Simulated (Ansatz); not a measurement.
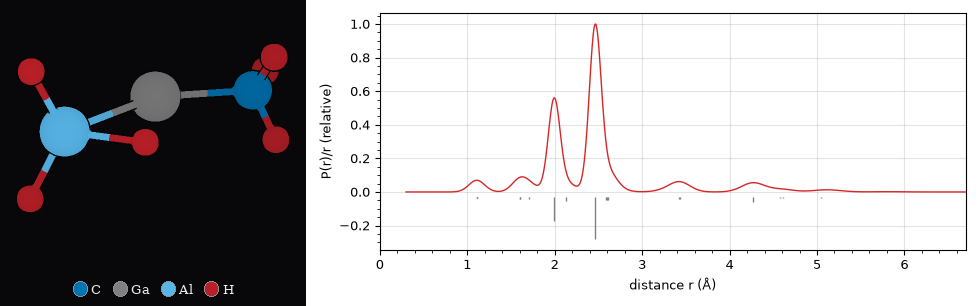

Simulated gas electron diffraction: radial distribution curve of CH₆AlGa. Each pair of atoms contributes with weight ZᵢZⱼ/r (bars below the curve); damping constant 0.001 Å²; vibrational amplitudes assumed, not computed: 0.05 Å for bonds, 0.078 Å for bonds to H, 0.06 + 0.015 r up to 0.15 Å for other pairs. The geometry is the end point of an optimisation (RKS PBE-D4/def2-SVP (Ansatz 0.2.0)); it may be a saddle point or a higher isomer. SMILES: [CH3][GaH][AlH2].

> Which pairs of atoms lie under the first 6 clear peaks? Mark bonded pairs by – and others by ···.

Peak 1, 1.11 Å: C–H 1.11 Å (×3)
Peak 2, 1.63 Å: Al–H 1.60–1.71 Å (×3), not resolved
Peak 3, 2.00 Å: Ga–C 1.99 Å, Ga···H 2.13 Å, not resolved
Peak 4, 2.47 Å: Ga–Al 2.46 Å, Ga···H 2.59–2.61 Å (×3), not resolved
Peak 5, 3.42 Å: C···H 3.24 Å, Ga···H 3.42–3.43 Å (×2), not resolved
Peak 6, 4.28 Å: Al···C 4.27 Å, Al···H 4.58 Å, not resolved; in its flanks Al···H 4.61 Å
